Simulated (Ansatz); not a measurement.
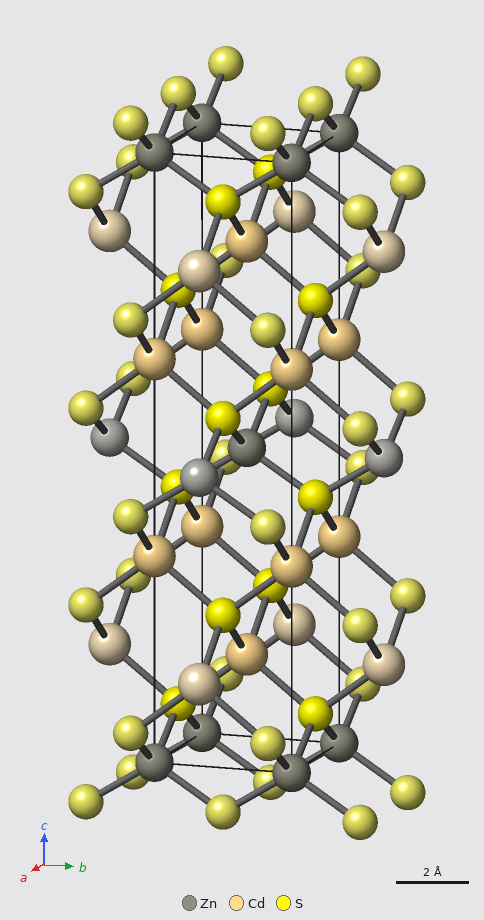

Structure drawing (ball-and-stick), viewed slightly off an axis. The wireframe shows the conventional unit cell. Atoms just outside the outline that bond to atoms inside are added, in fainter colours.

ZnCd₂S₃, space group I-4m2 (No. 119), a = 4.055 Å, b = 4.055 Å, c = 17.464 Å, α = 90.00°, β = 90.00°, γ = 90.00°. Its origin is a structure type filled with these elements by a generator (whether the compound takes this form wasn't checked). Earlier steps of the study, as a rule a relaxation of our own, may have changed the cell and positions, so they can lie some per cent off the listed ones. A calculation with Ansatz used it as input.

This one geometry was computed with Ansatz (DFT, plane waves, PAW) at three levels of theory: r2SCAN, PBE and LDA.

**Which level gives the highest pressure at this volume, and what does that say about its equilibrium volume?**

Highest: PBE (0.0 GPa), which points to the largest equilibrium volume. Lowest, with the smallest volume: LDA (-5.2 GPa). Levels within 0.5 GPa of each other can't be told apart.

**How does the band gap change with the level of theory?**

LDA: a gap of 0.96 eV, direct; PBE: a gap of 1.23 eV, direct; r2SCAN: a gap of 1.70 eV, direct.

**Collect the results in a table.**

| level | cutoff (eV) | k-mesh of the run's cell | gap (eV) | pressure (GPa) |
| --- | --- | --- | --- | --- |
| r2SCAN | 500 | 10×10×10 | 1.70 | -1.6 |
| PBE | 420 | 10×10×10 | 1.23 | 0.0 |
| LDA | 420 | 10×10×10 | 0.96 | -5.2 |

Gaps are taken on the k-mesh or band path of each run.
